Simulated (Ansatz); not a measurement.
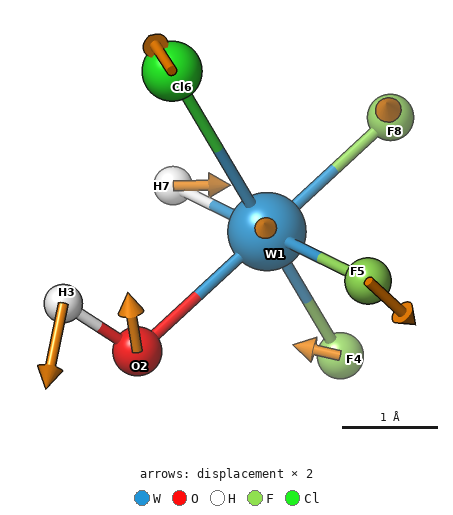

A relaxation of WH2OClF3. The starting structure is drawn; orange arrows show the displacements, 2 times their true length. The two geometries are superimposed by the best rigid fit.

The picture is a ball-and-stick view, seen at a tilt.

The run prepares the start of a later molecular dynamics calculation, from a guessed geometry.

Method: Ansatz, RHF/def2-SVP. Settings: no spin polarisation; force threshold 0.02 eV/Å; at most 40 steps.

Question: What happened in the run?

Answer: The largest move after the best rigid fit is that of H3, 0.48 Å. By element the largest moves are H 0.48 Å, Cl 0.43 Å, F 0.42 Å, O 0.35 Å, W 0.15 Å. Near-neighbour distances that change, for instance: W1–O2 1.940 → 1.803 Å, W1–Cl6 2.390 → 2.308 Å, O2–H3 1.010 → 0.946 Å, W1–H7 1.720 → 1.677 Å. Among the angles between lasting bonds that change: W1–O2–H3 109.5° → 163.0°, F5–W1–Cl6 90.0° → 118.1°, F5–W1–H7 180.0° → 152.2°. Over 17 geometry steps the energy falls by 98.9 kJ/mol. Largest force component: 3.1 eV/Å at the start, 0.018 eV/Å at the end.

Limits of the set-up: Hartree-Fock leaves out electron correlation.
